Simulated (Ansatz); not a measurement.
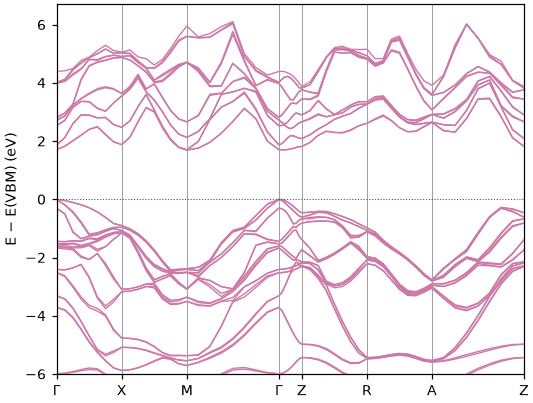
Fig. 1. Band structure from the program Ansatz at the r²SCAN with spin–orbit coupling level (PAW)

Task: Read off the gap and where the band edges lie.

Result: About 1.7 eV (1.69 eV by a search for the band edges); maximum at Γ, minimum at M.

The material is Al₃GaAs₄ in space group P-4m2 (No. 115; Pearson symbol tP8).

The start of the workflow was typed in or built on a structure type; neither database checked (COD, Materials Project) lists it. Whether it is the stable phase at ambient conditions was not checked. Symmetry was held in the r²SCAN relaxation; whether a distortion lowers the energy is not shown.

Potentials: the earlier of the program's two PAW sets. The files were generated under PBE; for other functionals the program regenerates the frozen cores, and for LDA and PBEsol the local potential too.
